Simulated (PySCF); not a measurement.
Molecule: Ge(Me)2(Vi)2, C₆H₁₂Ge, SMILES C=[CH][Ge]([CH3])([CH3])[CH]=C. Atoms near the plane z = 0.0 Å, at the GFN2-xTB optimised geometry (x, y, z in Å): Ge3 (-0.3, -0.7, 0.0), C4 (1.7, -0.7, 0.0), C5 (-1.0, 1.2, 0.0), H11 (2.1, -0.2, 0.9), H12 (2.1, -0.2, -0.9), H13 (2.1, -1.7, 0.0), H14 (-2.1, 1.2, 0.0), H15 (-0.6, 1.7, -0.9), H16 (-0.6, 1.7, 0.9).

Computed with PBE0/def2-SVP (PySCF). Cells within 0.4 Å of a nucleus heavier than hydrogen are left out (blank, or x). The values are rescaled to run from 0 to 1.

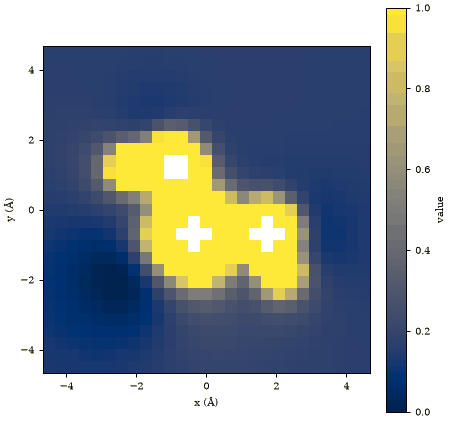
Fig. 1. a field on the plane z = 0.0 Å.

Q: Which quantity is mapped?
A) electrostatic potential
B) deformation density (molecule minus spherical neutral atoms)
C) an orbital amplitude
D) Laplacian of the electron density

A: A, electrostatic potential. In full: electrostatic potential (hartree/e), clipped to [-0.08, 0.12].
